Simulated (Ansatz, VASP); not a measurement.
# CSe2: VASP beside Ansatz, part 2 of 2

One calculation is typed for both programs; each brings its own data sets. How far apart do they land? The cell is generated by rule, not measured, and may not be a known phase. The cell is taken from a series of VASP runs on this material, whose earlier steps may have relaxed, scaled or displaced it; both programs get it as it stands. Valence electrons are named where the data sets of a main pair hold unlike numbers.

VASP 6.6.1 and Ansatz 0.2.0.

So far: The structure; Ansatz: band structure, HSE06.

**3. VASP: band structure, HSE06**

Level of this step: HSE06; plane waves and PAW (C, Se); invented cell (VASP).

The same cell, functional, mesh and smearing now go to VASP, with its own data sets.

Lines of VASP's logs that name or quote its potential files are left out, and so is its time.

The run reads the wave functions of an earlier VASP run, which isn't shown here.

INCAR reads:

```
SYSTEM = CSe2
PREC = Accurate
ENCUT = 520
EDIFF = 1E-06
NELM = 100
ISMEAR = 0
SIGMA = 0.02
LREAL = .FALSE.
ALGO = Normal
LHFCALC = .TRUE.
AEXX = 0.25
GGA = PE
HFSCREEN = 0.2
LASPH = .TRUE.
NBANDS = 14
PRECFOCK = Fast
LORBIT = 11
LWAVE = .FALSE.
LCHARG = .FALSE.
KPAR = 4
ISIF = 2
```

POSCAR reads:

```
CSe2
1.0
    3.0829854150      0.0000000000      0.0000000000
   -1.5414927080      2.6699436890      0.0000000000
    0.0000000000      0.0000000000      5.8172500000
C Se
1 2
Direct
    0.0000000000      0.0000000000      0.0000000000
    0.3333333330      0.6666666670      0.2325759247
    0.6666666670      0.3333333330      0.7674240753
```

KPOINTS reads:

```
Automatic mesh
0
Gamma
6 6 4
0 0 0
```

KPOINTS_OPT reads:

```
Line mode
8
Line-mode
Reciprocal
  0.00000000   0.00000000   0.00000000 GAMMA
  0.50000000   0.00000000   0.00000000 M

  0.50000000   0.00000000   0.00000000 M
  0.33333333   0.33333333   0.00000000 K

  0.33333333   0.33333333   0.00000000 K
  0.00000000   0.00000000   0.00000000 GAMMA

  0.00000000   0.00000000   0.00000000 GAMMA
  0.00000000   0.00000000   0.50000000 A

  0.00000000   0.00000000   0.50000000 A
  0.50000000   0.00000000   0.50000000 L

  0.50000000   0.00000000   0.50000000 L
  0.33333333   0.33333333   0.50000000 H

  0.33333333   0.33333333   0.50000000 H
  0.00000000   0.00000000   0.50000000 A

  0.50000000   0.00000000   0.50000000 L
  0.50000000   0.00000000   0.00000000 M

  0.33333333   0.33333333   0.00000000 K
  0.33333333   0.33333333   0.50000000 H
```

Potentials, in the order of the species: C and Se (PBE family, release 64).

Started as:

```bash
mpirun -np 4 vasp_std
```

Numbers of over 12 decimals in the logs are rounded to 6 here.

The program printed:

```text
[banner, memory and clock lines left out]
running    4 mpi-ranks, on    1 nodes
 distrk:  each k-point on    1 cores,    4 groups
 distr:  one band on    1 cores,    1 groups

 POSCAR found type information on POSCAR C Se
 POSCAR found :  2 types and       3 ions
 LDA part: xc-table for (Slater+PW92), standard interpolation
 found WAVECAR, reading the header
 POSCAR, INCAR and KPOINTS ok, starting setup
 FFT: planning ... GRIDC
 FFT: planning ... GRID_SOFT
 FFT: planning ... GRID
 reading WAVECAR
 the WAVECAR file was read successfully
 initial charge from wavefunction
 entering main loop
       N       E                     dE             d eps       ncg     rms          rms(c)
DAV:   1    -0.147593454748E+02   -0.14759E+02   -0.59822E-01   696   0.597E+00    0.151E+00
DAV:   2    -0.147491903885E+02    0.10155E-01   -0.15197E-02   720   0.119E+00    0.880E-01
DAV:   3    -0.147485977720E+02    0.59262E-03   -0.80170E-03   744   0.658E-01    0.499E-01
DAV:   4    -0.147476000159E+02    0.99776E-03   -0.11843E-03   792   0.304E-01    0.281E-01
DAV:   5    -0.147474591184E+02    0.14090E-03   -0.60995E-04   846   0.189E-01    0.144E-01
DAV:   6    -0.147474287975E+02    0.30321E-04   -0.15482E-04   786   0.817E-02    0.658E-02
DAV:   7    -0.147474158892E+02    0.12908E-04   -0.27261E-05   756   0.435E-02    0.319E-02
DAV:   8    -0.147474155117E+02    0.37753E-06   -0.81860E-06   786   0.207E-02
   1 F= -.14747416E+02 E0= -.14746953E+02  d E =-.925639E-03
 Start KPOINTS_OPT (optional k-point list driver)
k-point batch [1-24\72]
       N       E                     dE             ncg
DAV:   1     0.111419105195E+04   -0.10080E+05      672
DAV:   2    -0.611838363994E+03   -0.17260E+04      884
DAV:   3    -0.784452961839E+03   -0.17261E+03      786
DAV:   4    -0.787829936877E+03   -0.33770E+01      870
DAV:   5    -0.787862414299E+03   -0.32477E-01      864
DAV:   6    -0.787862814322E+03   -0.40002E-03      828
DAV:   7    -0.787862820675E+03   -0.63535E-05      692
DAV:   8    -0.787862820862E+03   -0.18676E-06      624
[...]
k-point batch [49-72\72]
       N       E                     dE             ncg
DAV:   1     0.868057453571E+03   -0.13256E+05      672
DAV:   2    -0.745458428354E+03   -0.16135E+04      870
DAV:   3    -0.899597646358E+03   -0.15414E+03      798
DAV:   4    -0.902511934896E+03   -0.29143E+01      870
DAV:   5    -0.902540399829E+03   -0.28465E-01      882
DAV:   6    -0.902540746482E+03   -0.34665E-03      852
DAV:   7    -0.902540752488E+03   -0.60057E-05      662
DAV:   8    -0.902540752681E+03   -0.19334E-06      630
```

From OUTCAR (step 3):

```text
ion  position               nearest neighbor table
   1  0.000  0.000  0.000-   2 2.24   3 2.24   3 2.24   2 2.24   3 2.24   2 2.24
   2  0.333  0.667  0.233-   1 2.24   1 2.24   1 2.24
   3  0.667  0.333  0.767-   1 2.24   1 2.24   1 2.24

  LATTYP: Found a hexagonal cell.
 ALAT       =     3.0829854150
 C/A-ratio  =     1.8868885891

 Subroutine GETGRP returns: Found 12 space group operations
 (whereof 12 operations were pure point group operations)

The static configuration has the point symmetry D_3d.

 Found     24 irreducible k-points:

   k-points           NKPTS =     24   k-points in BZ     NKDIM =    144   number of bands    NBANDS=     14

   dimension x,y,z NGX =    24 NGY =   24 NGZ =   48
   dimension x,y,z NGXF=    48 NGYF=   48 NGZF=   96

   ENCUT  =  520.0 eV  38.22 Ry    6.18 a.u.   5.73  5.73 10.82*2*pi/ulx,y,z

   NELECT =      16.0000    total number of electrons

 k-points in reciprocal lattice and weights: Automatic mesh
   0.00000000  0.00000000  0.00000000       0.007
   0.16666667  0.00000000  0.00000000       0.042
   0.33333333  0.00000000  0.00000000       0.042
   0.50000000  0.00000000  0.00000000       0.021
   0.16666667  0.16666667  0.00000000       0.042
   0.33333333  0.16666667  0.00000000       0.083
   0.33333333  0.33333333  0.00000000       0.014
   0.00000000  0.00000000  0.25000000       0.014
   0.16666667  0.00000000  0.25000000       0.042
[...]
0.33333333  0.16666667  0.50000000       0.083
   0.33333333  0.33333333  0.50000000       0.014

  exchange ACFDT corr.  =         0.00000000  see jH, gK, PRB 81, 115126

 average (electrostatic) potential at core
       1 -47.3008       2 -49.8635       3 -49.8635

 E-fermi :   6.0558

 k-point     1 :       0.0000    0.0000    0.0000
  band No.  band energies     occupation
    ...
      2     -10.6899      2.00000
      3      -4.9881      2.00000
      4       3.3305      2.00000
      5       3.9072      2.00000
      6       3.9072      2.00000
      7       6.4113      0.00000
      8       7.0580      0.00000
      9       7.0580      0.00000
     10      10.1106      0.00000
     11      10.1106      0.00000
    ...

 k-point     2 :       0.1667    0.0000    0.0000
  band No.  band energies     occupation
    ...
      3      -4.6637      2.00000
      4       0.7623      2.00000
      5       2.8865      2.00000
      6       3.0125      2.00000
      7       4.7538      2.00000
      8       7.1124      0.00000
      9       7.7697      0.00000
     10       8.8460      0.00000
     11      10.1159      0.00000
     12      11.0558      0.00000
    ...

 k-point     3 :       0.3333    0.0000    0.0000
  band No.  band energies     occupation
    ...
      4      -1.8039      2.00000
      5       0.1653      2.00000
      6       1.5970      2.00000
      7       3.9233      2.00000
      8       5.4843      2.00000
      9       6.3417      0.00000
     10       9.2520      0.00000
     11      10.2892      0.00000
     12      10.7593      0.00000
     13      12.8085      0.00000
    ...

  Total       -0.9241806     -0.9241806      1.0020642      0.0000000     -0.0000000     -0.0000000
  in kB      -30.9226100    -30.9226100     33.5285548      0.0000000     -0.0000000     -0.0000000
  external PRESSURE =      -9.4388884 kB  Pullay stress =       0.0000000 kB

  energy-cutoff  :      520.00
  volume of cell :       47.88
      direct lattice vectors                 reciprocal lattice vectors
     3.082985415  0.000000000  0.000000000     0.324360925  0.187269867  0.000000000
    -1.541492708  2.669943689  0.000000000     0.000000000  0.374539734  0.000000000
     0.000000000  0.000000000  5.817250000     0.000000000  0.000000000  0.171902531

 POSITION                                       TOTAL-FORCE (eV/Angst)
 -----------------------------------------------------------------------------------
      0.00000      0.00000      0.00000         0.000000     -0.000000     -0.000000
     -0.00000      1.77996      1.35295        -0.000000      0.000000     -0.178216
      1.54149      0.88998      4.46430         0.000000     -0.000000      0.178216
 -----------------------------------------------------------------------------------
    total drift:                                0.000000     -0.000000     -0.000003

  FREE ENERGIE OF THE ION-ELECTRON SYSTEM (eV)
  ---------------------------------------------------
  free  energy   TOTEN  =       -14.7474155117 eV

  energy  without entropy=      -14.7464898726  energy(sigma->0) =      -14.74695269

 total charge
# of ion       s       p       d       tot
------------------------------------------
    1        0.943   1.196   0.000   2.139
    2        1.541   2.124   0.084   3.749
    3        1.541   2.124   0.084   3.749
--------------------------------------------------
tot          4.024   5.444   0.168   9.636

[... 3 further parts left out ...]
```

The k-mesh is coarse for a metal. The PAW data sets were made with PBE, which is usual practice but a small mismatch for other functionals.

**4. Side by side**

Known differences besides the potentials themselves: exact exchange at q = 0 is treated differently, which shows on coarse meshes; VASP keeps PBE cores, Ansatz makes them for the functional; the data sets hold 36 valence electrons in Ansatz (on its default PAW (the set named soft_2) files) and 16 in VASP; the cutoff is 420 eV in Ansatz and 520 eV in VASP; VASP takes a coarser grid for exact exchange (PRECFOCK = Fast). Total energies have different zeros and are not compared.

Compared:

```tsv
quantity	Ansatz	VASP	difference
pressure (GPa)	-0.73	-0.94	+0.21
pressure without Ansatz's Pulay correction (GPa)	-0.83	-0.94	+0.12
```

Forces (eV/Å; atoms numbered as in POSCAR):

```tsv
atom	Ansatz x, y, z	VASP x, y, z
C1	0.000, 0.000, 0.000	0.000, 0.000, 0.000
Se2	0.000, 0.000, -0.167	0.000, 0.000, -0.178
Se3	0.000, 0.000, 0.167	0.000, 0.000, 0.178
```

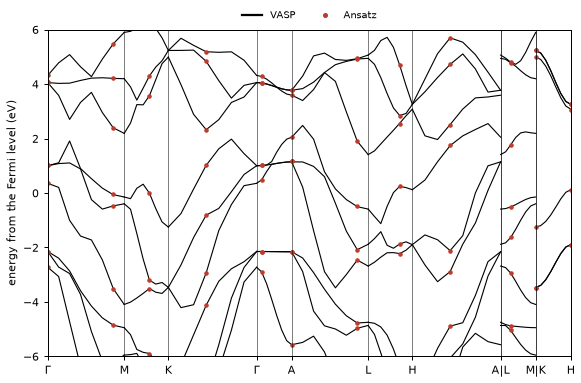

Bands from VASP (lines) and levels from Ansatz (dots). Dots without a line are higher empty bands that the VASP plot leaves out.

The forces differ by 5.4 meV/Å r.m.s., which is 6.4 % of the r.m.s. force of 0.084 eV/Å (both taken over all components). Levels from 3 eV below to 2 eV above the Fermi level differ by 9 meV r.m.s. and 18 meV at most; each VASP level is matched to the nearest of Ansatz, which flatters the figure a little. Ansatz's pressure holds a Pulay correction of 0.10 GPa; VASP's holds none.

**5. What came out**

| Quantity | Value |
| --- | --- |
| r.m.s. difference of levels near the Fermi level (band structure, HSE06) | 8.5 meV |

What this shows: The r.m.s. difference of levels near the Fermi level is 8.5 meV (band structure, HSE06), within the 80 meV picked in this series as the mark of a large difference. The data sets hold unlike numbers of valence electrons (36 in Ansatz and 16 in VASP), so part of the differences comes from the potentials. How closely two codes agree says nothing of how well the functional describes the real material.

[Lines on the potential files, build, host, timing and source positions are cut from VASP's logs without a mark.]

[Logs are printed without paths, hosts, clocks, repeated set-up lines and the standing remarks that a program may print on its own settings, such as how far it seeks lower states.]

[Hosts, paths, dates, database ids (printed as entryN), source tags and the programs' standing remarks are cut or masked in the printed files.]
